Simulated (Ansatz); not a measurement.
```xyz
12

C    -1.1620    1.2709   -0.7005
Si   -0.5525   -0.0973    0.4059
C     1.2412   -0.2611    0.8010
C     0.6944   -1.3138   -0.1989
H    -2.0458    0.9598   -1.2621
H    -1.4225    2.1598   -0.1215
H    -0.3827    1.5451   -1.4149
H    -1.5254   -0.5587    1.4231
H     1.9461    0.4575    0.3937
H     1.5520   -0.6395    1.7695
H     1.0659   -1.2385   -1.2165
H     0.6684   -2.3393    0.1552
```

Geometry: PBE0-D4/def2-TZVP.

Theory: RKS PBE0-D4/def2-TZVPP (Ansatz).

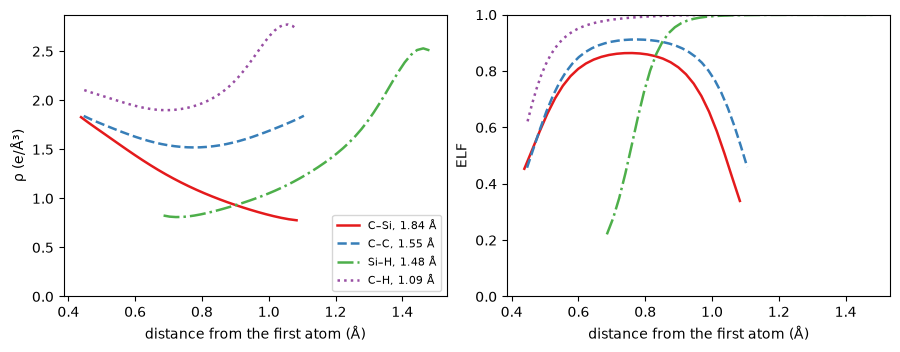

C₃H₈Si (SMILES C[SiH]1CC1). Electron density and electron localisation function along straight lines between neighbouring atoms. The curves leave out the atomic cores.

> Compare the contacts.

C–Si (1.84 Å): the density is about 0.91 e/Å³ at the midpoint; the ELF peaks at about 0.85 between the atoms; localised, covalent bonding.
C–C (1.55 Å): ρ is about 1.5 e/Å³ halfway; the ELF peaks at about 0.90 between the atoms, as expected for a shared electron pair.
Si–H (1.48 Å): ρ at the midpoint is about 0.81 e/Å³; the ELF climbs to about 1 towards the hydrogen, as it does in any bond to H.
C–H (1.09 Å): ρ at the midpoint is about 2 e/Å³; the ELF climbs to about 1 towards the hydrogen: a covalent bond by its length.
